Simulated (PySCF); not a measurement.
| atom | x (Å) | y (Å) | z (Å) |
| --- | --- | --- | --- |
| C | 1.7020 | -0.8885 | -0.1209 |
| C | 0.5402 | -0.2633 | -0.1718 |
| C | -0.5636 | 0.3017 | 0.0157 |
| C | -1.6508 | 0.8843 | 0.3047 |
| H | 1.6801 | -1.7392 | 0.4978 |
| H | 2.5823 | -0.6604 | -0.6356 |
| H | -2.0823 | 1.7534 | -0.2765 |
| H | -2.4277 | 0.3411 | 0.9332 |

Geometry: GFN2-xTB, MD frame at 250 fs, 400 K.

Theory: PBE0/pcSseg-1, SCF density, gas phase, non-relativistic (PySCF).

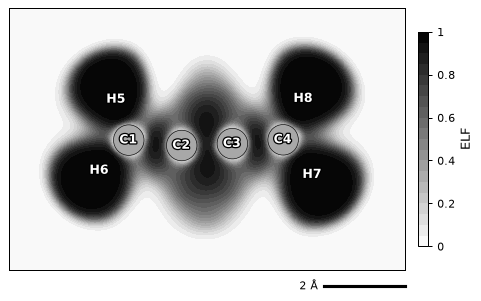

C4H4 (SMILES C=C=C=C). Electron localisation function on the molecular plane. Grey discs cover the atomic cores.

**Interpret the plot.**

- The plane passes through C and H nuclei.
- C–C (1.25 Å): the ELF peaks at about 0.90 between the atoms (a short, multiple covalent bond).
- C–H (1.04 Å): the ELF climbs to about 1 towards the hydrogen, as it does in any bond to H; an ordinary covalent bond to hydrogen.
- C–C (1.32 Å): the ELF peaks at about 0.90 between the atoms (a multiple bond).
